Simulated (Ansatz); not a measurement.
**AlO (oxoaluminum) at UPBE/6-31G**

Aim: the vertical ionisation energy of AlO (oxoaluminum) at UPBE/6-31G, from 2 runs. 

The results are computed with Ansatz 0.2.0.

74 further runs of the same task are left out: 3 that didn't finish, 71 set aside as unsound or not needed.

## 1. The structure to begin with

AlO: 2 atoms, total charge 0, spin state doublet. SMILES: `[O]=[Al]`. Geometry: a GFN2-xTB relaxation, a rough one for these elements and not checked as a minimum.

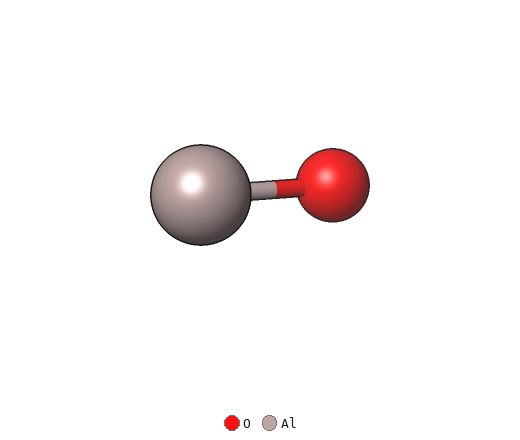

The structure, seen from a chosen angle (oxygen red, aluminium light grey).

## 2. The energy at UPBE/6-31G

Contents of in.yaml:

```yaml
crystal:
  periodic: [false, false, false]
  atoms:
    - symbol: O
      position_ang: [0.000000, 0.000000, 0.000000]
    - symbol: Al
      position_ang: [0.000000, 0.000000, 1.570050]
basis:
  gaussian: {orbitals: 6-31G}
magnetization: {spin_polarized: true, initial_magnetization: 1}
hamiltonian: {xc: {name: PBE}}
accuracy: high
```

Launch:

```bash
$ ansatz run in.yaml --threads 1 --pin off --max-ram 2610MiB --events-out events.jsonl --progress --plain --runs-dir runs
```

The log of the run:

```text
Warning: RAYON_NUM_THREADS=1 ignored (pool sized by the plan → 1); use --threads N
Functional definition: PBE
  name "PBE"
  parameter kappa = 0.804
  parameter beta = 0.06672455060314922
  exchange = pbe_x(kappa = kappa, mu = beta*pi^2/3)
  correlation = pbe_c(beta = beta)
415 factors; integrals over basis functions are off by at most 2.7e-9 eV
mean field evaluation 1: about -8620.9429 eV, gradient 5.5e1 eV
mean field evaluation 2: about -8411.9361 eV, gradient 1.3e2 eV
mean field evaluation 4: about -8632.8076 eV, gradient 2.1e1 eV
mean field evaluation 8: about -8635.3830 eV, gradient 2.1e-1 eV
mean field evaluation 16: about -8635.3798 eV, gradient 2.3e-4 eV
mean field evaluation 32: about -8634.6421 eV, gradient 1.1e1 eV
mean field -8635.37975673 eV, -317.3443527893 hartree, gradient 1.0e-7 eV, S^2 0.753096; 3 other end points of the search recorded, 0 dependent functions left out
reference -8635.37975938 eV, -317.3443528865 hartree; 11, 10 occupied and 11, 12 virtual orbitals, 415 factors
Total energy: -8635.37975938 eV, -317.3443528865 hartree
```

Wall time 0.7 s (1 thread of AMD EPYC 9R45 (Zen 5), shared host).

## 3. The singlet cation

Contents of job.yaml:

```yaml
basis:
  gaussian:
    orbitals: 6-31G
crystal:
  periodic: [false, false, false]
  atoms:
    - {symbol: O, position_ang: [0.000000, 0.000000, 0.000000]}
    - {symbol: Al, position_ang: [0.000000, 0.000000, 1.570050]}
total_charge: 1
hamiltonian:
  xc: pbe
accuracy: high
```

Launch:

```bash
$ ansatz run job.yaml --threads 1 --pin off --max-ram 2610MiB --events-out events.jsonl --progress --plain --runs-dir runs
```

The log of the run:

```text
Warning: RAYON_NUM_THREADS=1 ignored (pool sized by the plan → 1); use --threads N
Functional definition: PBE
  name "PBE"
  parameter kappa = 0.804
  parameter beta = 0.06672455060314922
  exchange = pbe_x(kappa = kappa, mu = beta*pi^2/3)
  correlation = pbe_c(beta = beta)
414 factors; integrals over basis functions are off by at most 2.7e-9 eV
mean field evaluation 1: about -8585.5842 eV, gradient 1.3e2 eV
mean field evaluation 2: about -8350.4888 eV, gradient 2.0e2 eV
mean field evaluation 4: about -8610.4456 eV, gradient 7.1e1 eV
mean field evaluation 8: about -8625.1789 eV, gradient 1.5e0 eV
mean field evaluation 16: about -8625.1805 eV, gradient 1.5e-4 eV
mean field evaluation 32: about -8619.0205 eV, gradient 9.4e0 eV
mean field -8625.18046562 eV, -316.9695357542 hartree, gradient 2.7e-9 eV, S^2 0.000000; 3 other end points of the search recorded, 0 dependent functions left out
reference -8625.18046888 eV, -316.9695358740 hartree; 10, 10 occupied and 12, 12 virtual orbitals, 414 factors
Total energy: -8625.18046888 eV, -316.9695358740 hartree
```

It took 0.44 s on 1 thread of AMD EPYC 9R45 (Zen 5), shared host.

## 4. Results

Level: UPBE/6-31G.

```
                                          quantity          value
                         doublet AlO: total energy  -317.34435 Eh
                                 doublet AlO: ⟨S²⟩          0.753
                      singlet cation: total energy  -316.96954 Eh
vertical ionisation energy (to the singlet cation)      10.199 eV
```

Removing an electron at fixed nuclei costs 10.20 eV (235 kcal/mol). Only the singlet of the ionised species was computed; a triplet could lie lower.
